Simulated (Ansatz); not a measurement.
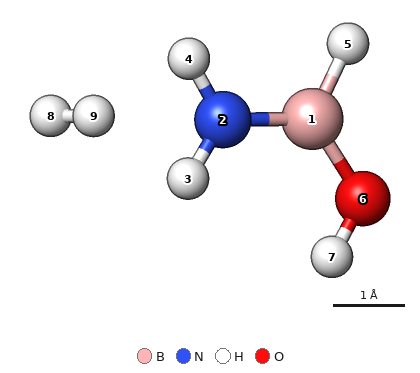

Fig. 1: The structure as given in the input (ball-and-stick view, seen at a tilt; atoms are numbered from 1 in the order of the input).

Nudged elastic band of BNH₆O (part 1 of 2)

- system: BNH₆O
- method: RKS PBE0-D4/def2-SVP (Ansatz 0.2.0)

It belongs to a series of runs on one base structure; here: band between the two ends. Figures and captions count atoms from 1; the log counts them from 0 in places.

## Input file
```yaml
crystal:
  periodic: [false, false, false]
  atoms:
    - { symbol: B, position_ang: [0.093774, -0.707598, 0.131286] }
    - { symbol: "N", position_ang: [-0.035275, -0.20717, 1.44197] }
    - { symbol: H, position_ang: [-0.903379, -0.143577, 1.958328] }
    - { symbol: H, position_ang: [0.771358, 0.082331, 1.976598] }
    - { symbol: H, position_ang: [1.191889, -0.759222, -0.373336] }
    - { symbol: O, position_ang: [-0.952567, -1.144724, -0.626681] }
    - { symbol: H, position_ang: [-1.806461, -1.086258, -0.187249] }
    - { symbol: H, position_ang: [-0.352904, 3.215053, 1.266838] }
    - { symbol: H, position_ang: [-0.267635, 2.459966, 1.206147] }
basis:
  gaussian: { orbitals: def2-SVP }
hamiltonian:
  xc: pbe0
  dispersion: d4
neb:
  order_check: false
  images: 9
  f_tol: 0.03
  max_iterations: 60
  final_atoms:
    - { symbol: B, position_ang: [-0.03112215, 0.25726136, 0.07303358] }
    - { symbol: "N", position_ang: [-0.14034724, 0.40521941, 1.74699062] }
    - { symbol: H, position_ang: [-0.38806895, -0.47958087, 2.19206068] }
    - { symbol: H, position_ang: [0.73335197, 0.74298657, 2.15162931] }
    - { symbol: H, position_ang: [0.84838976, -0.5954044, -0.07843584] }
    - { symbol: O, position_ang: [-1.34524695, -0.09099226, -0.36101514] }
    - { symbol: H, position_ang: [-1.37863252, -1.00332913, -0.65162213] }
    - { symbol: H, position_ang: [0.31886417, 1.39544254, -0.2409779] }
    - { symbol: H, position_ang: [-0.87838809, 1.07719778, 1.96223782] }
  initial_path:
    images:
      - { positions_ang: [[0.093774, -0.707598, 0.131286], [-0.035275, -0.20717, 1.44197], [-0.903379, -0.143577, 1.958328], [0.771358, 0.082331, 1.976598], [1.191889, -0.759222, -0.373336], [-0.952567, -1.144724, -0.626681], [-1.806461, -1.086258, -0.187249], [-0.352904, 3.215053, 1.266838], [-0.267635, 2.459966, 1.206147]] }
      - { positions_ang: [[0.08083387, -0.58829624, 0.11460268], [-0.03658129, -0.12944011, 1.53835007], [-0.9099819, -0.11785802, 2.05816033], [0.77973382, 0.17409751, 2.06865083], [1.16971832, -0.64556321, -0.39917789], [-0.99502486, -0.9625008, -0.63977515], [-1.78058949, -1.07778149, -0.22459409], [-0.31887885, 2.8408446, 1.07121987], [-0.25042961, 2.21529876, 1.20646434]] }
      - { positions_ang: [[0.06789375, -0.46899449, 0.09791936], [-0.03788758, -0.05171021, 1.63473015], [-0.9165848, -0.09213903, 2.15799267], [0.78810964, 0.26586402, 2.16070365], [1.14754763, -0.53190442, -0.42501977], [-1.03748273, -0.78027761, -0.65286929], [-1.75471799, -1.06930498, -0.26193918], [-0.28485371, 2.4666362, 0.87560173], [-0.23322421, 1.97063151, 1.20678168]] }
      - { positions_ang: [[0.05495362, -0.34969273, 0.08123604], [-0.03919388, 0.02601968, 1.73111022], [-0.92318771, -0.06642005, 2.257825], [0.79648546, 0.35763054, 2.25275648], [1.12537695, -0.41824563, -0.45086166], [-1.07994059, -0.59805441, -0.66596344], [-1.72884648, -1.06082847, -0.29928427], [-0.25082856, 2.09242779, 0.6799836], [-0.21601882, 1.72596427, 1.20709903]] }
      - { positions_ang: [[0.04201349, -0.23039097, 0.06455272], [-0.04050017, 0.10374958, 1.82749029], [-0.92979061, -0.04070106, 2.35765733], [0.80486128, 0.44939705, 2.3448093], [1.10320627, -0.30458684, -0.47670355], [-1.12239845, -0.41583122, -0.67905759], [-1.70297498, -1.05235196, -0.33662936], [-0.21680341, 1.71821939, 0.48436547], [-0.19881342, 1.48129703, 1.20741637]] }
      - { positions_ang: [[0.02907336, -0.11108921, 0.0478694], [-0.04180646, 0.18147947, 1.92387037], [-0.93639351, -0.01498208, 2.45748967], [0.8132371, 0.54116356, 2.43686213], [1.08103559, -0.19092805, -0.50254543], [-1.16485631, -0.23360802, -0.69215173], [-1.67710347, -1.04387544, -0.37397445], [-0.18277827, 1.34401099, 0.28874734], [-0.18160803, 1.23662978, 1.20773371]] }
      - { positions_ang: [[0.01703426, -0.0374191, 0.05290224], [-0.06151462, 0.22622746, 1.88849442], [-0.8267286, -0.10790184, 2.40440387], [0.79726008, 0.58152816, 2.37981556], [1.03450642, -0.27182332, -0.41772351], [-1.20093444, -0.20508487, -0.62592441], [-1.61740928, -1.03576618, -0.42950399], [-0.08244978, 1.3542973, 0.18280229], [-0.32096404, 1.20474338, 1.35863453]] }
      - { positions_ang: [[0.00499516, 0.03625102, 0.05793507], [-0.08122277, 0.27097545, 1.85311847], [-0.71706369, -0.2008216, 2.35131807], [0.78128305, 0.62189277, 2.322769], [0.98797726, -0.35271859, -0.3329016], [-1.23701257, -0.17656172, -0.55969709], [-1.55771509, -1.02765692, -0.48503352], [0.01787871, 1.36458361, 0.07685724], [-0.46032005, 1.17285698, 1.50953535]] }
      - { positions_ang: [[-0.00704395, 0.10992113, 0.06296791], [-0.10093093, 0.31572343, 1.81774252], [-0.60739878, -0.29374135, 2.29823228], [0.76530602, 0.66225737, 2.26572244], [0.94144809, -0.43361386, -0.24807968], [-1.2730907, -0.14803857, -0.49346978], [-1.4980209, -1.01954766, -0.54056306], [0.1182072, 1.37486992, -0.02908781], [-0.59967607, 1.14097058, 1.66043618]] }
      - { positions_ang: [[-0.01908305, 0.18359124, 0.06800075], [-0.12063908, 0.36047142, 1.78236657], [-0.49773386, -0.38666111, 2.24514648], [0.749329, 0.70262197, 2.20867588], [0.89491892, -0.51450913, -0.16325776], [-1.30916882, -0.11951541, -0.42724246], [-1.43832671, -1.01143839, -0.59609259], [0.21853568, 1.38515623, -0.13503286], [-0.73903208, 1.10908418, 1.811337]] }
      - { positions_ang: [[-0.03112215, 0.25726136, 0.07303358], [-0.14034724, 0.40521941, 1.74699062], [-0.38806895, -0.47958087, 2.19206068], [0.73335197, 0.74298657, 2.15162931], [0.84838976, -0.5954044, -0.07843584], [-1.34524695, -0.09099226, -0.36101514], [-1.37863252, -1.00332913, -0.65162213], [0.31886417, 1.39544254, -0.2409779], [-0.87838809, 1.07719778, 1.96223782]] }
```

Launched with:
```bash
ansatz run input.yaml --threads 1 --pin off --max-ram 2048MiB --backend cpu --events-out ev --progress --plain --runs-dir out
```

## Output
```
Engine: ansatz 0.2.0, aarch64-unknown-linux-gnu
Functional definition: PBE0
  parameter a = 0.25
  parameter kappa = 0.804
  parameter beta = 0.06672455060314922
  exchange = (1 - a)*pbe_x(kappa = kappa, mu = beta*pi^2/3) + a*exact_x
  correlation = pbe_c(beta = beta)
789 factors; integrals over basis functions are off by at most 3.8e-4 eV
mean field evaluation 1: about -4298.1567 eV, gradient 5.8e1 eV
mean field evaluation 2: about -4294.0493 eV, gradient 7.4e1 eV
mean field evaluation 4: about -4304.5124 eV, gradient 2.0e0 eV
mean field evaluation 8: about -4304.5182 eV, gradient 1.5e-2 eV
mean field -4304.51817227 eV, -158.1881251238 hartree, gradient 4.7e-5 eV, S^2 0.000000; 0 other end points of the search recorded, 0 dependent functions left out
the calculation of the forces begins
reference -4304.51819678 eV, -158.1881260246 hartree; 13, 13 occupied and 59, 59 virtual orbitals, 789 factors
789 factors; integrals over basis functions are off by at most 1.1e-3 eV
mean field evaluation 16: about -4304.0649 eV, gradient 7.9e0 eV
mean field -4304.18524935 eV, -158.1758904319 hartree, gradient 7.0e-5 eV, S^2 0.000000; 0 other end points of the search recorded, 0 dependent functions left out
[... from here on the field's lines of each further geometry are left out, up to the last ...]
NEB iter   1: max|band force component| = 8.655e0 eV/Å  barrier→ = 3.9068 eV  barrier← = 3.5824 eV  Δτ_max = 0.2000 Å  (246 SCF iters)
NEB iter   2: max|band force component| = 2.788e0 eV/Å  barrier→ = 2.6991 eV  barrier← = 2.3748 eV  Δτ_max = 0.2000 Å  (239 SCF iters)
NEB iter   3: max|band force component| = 4.082e0 eV/Å  barrier→ = 2.7085 eV  barrier← = 2.3842 eV  Δτ_max = 0.1002 Å  (230 SCF iters)
NEB iter   4: max|band force component| = 2.140e0 eV/Å  barrier→ = 2.1855 eV  barrier← = 1.8612 eV  Δτ_max = 0.1001 Å  (228 SCF iters)
NEB iter   5: max|band force component| = 1.398e0 eV/Å  barrier→ = 1.8467 eV  barrier← = 1.5223 eV  Δτ_max = 0.1901 Å  (216 SCF iters)
NEB iter   6: max|band force component| = 7.057e-1 eV/Å  barrier→ = 1.4791 eV  barrier← = 1.1548 eV  Δτ_max = 0.1866 Å  (223 SCF iters)
NEB iter   7: max|band force component| = 1.798e0 eV/Å  barrier→ = 1.7575 eV  barrier← = 1.4331 eV  Δτ_max = 0.1013 Å  (229 SCF iters)
NEB iter   8: max|band force component| = 5.752e-1 eV/Å  barrier→ = 1.8327 eV  barrier← = 1.5084 eV  Δτ_max = 0.1967 Å  (221 SCF iters)
NEB iter   9: max|band force component| = 2.234e0 eV/Å  barrier→ = 2.0693 eV  barrier← = 1.7450 eV  Δτ_max = 0.0993 Å  (228 SCF iters)
NEB iter  10: max|band force component| = 2.057e0 eV/Å  barrier→ = 1.8212 eV  barrier← = 1.4969 eV  Δτ_max = 0.1043 Å  (221 SCF iters)
NEB iter  11: max|band force component| = 8.285e-1 eV/Å  barrier→ = 1.5082 eV  barrier← = 1.1839 eV  Δτ_max = 0.1984 Å  (219 SCF iters)
NEB iter  12: max|band force component| = 2.780e0 eV/Å  barrier→ = 1.4082 eV  barrier← = 1.0838 eV  Δτ_max = 0.0999 Å  (222 SCF iters)
NEB iter  13: max|band force component| = 1.209e0 eV/Å  barrier→ = 1.5134 eV  barrier← = 1.1890 eV  Δτ_max = 0.2000 Å  (214 SCF iters)
NEB iter  14: max|band force component| = 2.368e0 eV/Å  barrier→ = 2.1797 eV  barrier← = 1.8554 eV  Δτ_max = 0.1024 Å  (222 SCF iters)
NEB iter  15: max|band force component| = 6.416e-1 eV/Å  barrier→ = 1.9513 eV  barrier← = 1.6269 eV  Δτ_max = 0.1989 Å  (210 SCF iters)
NEB iter  16: max|band force component| = 1.323e0 eV/Å  barrier→ = 2.0653 eV  barrier← = 1.7410 eV  Δτ_max = 0.0997 Å  (223 SCF iters)
NEB iter  17: max|band force component| = 9.196e-1 eV/Å  barrier→ = 1.7614 eV  barrier← = 1.4370 eV  Δτ_max = 0.1989 Å  (204 SCF iters)
NEB iter  18: max|band force component| = 3.129e0 eV/Å  barrier→ = 1.3283 eV  barrier← = 1.0039 eV  Δτ_max = 0.0998 Å  (221 SCF iters)
NEB iter  19: max|band force component| = 1.264e0 eV/Å  barrier→ = 1.0080 eV  barrier← = 0.6837 eV  Δτ_max = 0.1978 Å  (219 SCF iters)
NEB iter  20: max|band force component| = 2.595e0 eV/Å  barrier→ = 1.4159 eV  barrier← = 1.0915 eV  Δτ_max = 0.0997 Å  (222 SCF iters)
NEB iter  21: max|band force component| = 7.722e-1 eV/Å  barrier→ = 1.5134 eV  barrier← = 1.1891 eV  Δτ_max = 0.1994 Å  (214 SCF iters)
NEB iter  22: max|band force component| = 9.321e-1 eV/Å  barrier→ = 1.9164 eV  barrier← = 1.5921 eV  Δτ_max = 0.1011 Å  (222 SCF iters)
NEB iter  23: max|band force component| = 1.062e0 eV/Å  barrier→ = 2.0378 eV  barrier← = 1.7135 eV  Δτ_max = 0.0501 Å  (214 SCF iters)
NEB iter  24: max|band force component| = 1.040e0 eV/Å  barrier→ = 2.0083 eV  barrier← = 1.6840 eV  CI = image 3  Δτ_max = 0.0997 Å  (203 SCF iters)
NEB iter  25: max|band force component| = 6.150e-1 eV/Å  barrier→ = 1.9285 eV  barrier← = 1.6041 eV  CI = image 3  Δτ_max = 0.1980 Å  (210 SCF iters)
NEB iter  26: max|band force component| = 5.267e-1 eV/Å  barrier→ = 1.8930 eV  barrier← = 1.5687 eV  CI = image 3  Δτ_max = 0.1915 Å  (215 SCF iters)
NEB iter  27: max|band force component| = 5.654e-1 eV/Å  barrier→ = 1.8950 eV  barrier← = 1.5707 eV  CI = image 3  Δτ_max = 0.1382 Å  (213 SCF iters)
NEB iter  28: max|band force component| = 2.857e-1 eV/Å  barrier→ = 1.8471 eV  barrier← = 1.5228 eV  CI = image 3  Δτ_max = 0.0792 Å  (210 SCF iters)
NEB iter  29: max|band force component| = 3.792e-1 eV/Å  barrier→ = 1.8530 eV  barrier← = 1.5286 eV  CI = image 3  Δτ_max = 0.0397 Å  (212 SCF iters)
NEB iter  30: max|band force component| = 2.147e-1 eV/Å  barrier→ = 1.8503 eV  barrier← = 1.5260 eV  CI = image 3  Δτ_max = 0.0398 Å  (200 SCF iters)
NEB iter  31: max|band force component| = 7.938e-2 eV/Å  barrier→ = 1.8493 eV  barrier← = 1.5249 eV  CI = image 3  Δτ_max = 0.0419 Å  (197 SCF iters)
NEB iter  32: max|band force component| = 8.141e-2 eV/Å  barrier→ = 1.8488 eV  barrier← = 1.5245 eV  CI = image 3  Δτ_max = 0.0210 Å  (198 SCF iters)
NEB iter  33: max|band force component| = 5.375e-2 eV/Å  barrier→ = 1.8486 eV  barrier← = 1.5242 eV  CI = image 3  Δτ_max = 0.0210 Å  (184 SCF iters)
the calculation of the forces begins
reference -4304.12742364 eV, -158.1737653764 hartree; 13, 13 occupied and 59, 59 virtual orbitals, 789 factors
789 factors; integrals over basis functions are off by at most 1.0e-3 eV
mean field evaluation 1952: about -4302.6570 eV, gradient 1.4e-1 eV
mean field -4302.65700918 eV, -158.1197286416 hartree, gradient 1.6e-5 eV, S^2 0.000000; 1 other end points of the search recorded, 0 dependent functions left out
the calculation of the forces begins
reference -4302.65703219 eV, -158.1197294872 hartree; 13, 13 occupied and 59, 59 virtual orbitals, 789 factors
NEB iter  34: max|band force component| = 2.616e-2 eV/Å  barrier→ = 1.8485 eV  barrier← = 1.5242 eV  CI = image 3  Δτ_max = 0.0000 Å  (373 SCF iters)
```
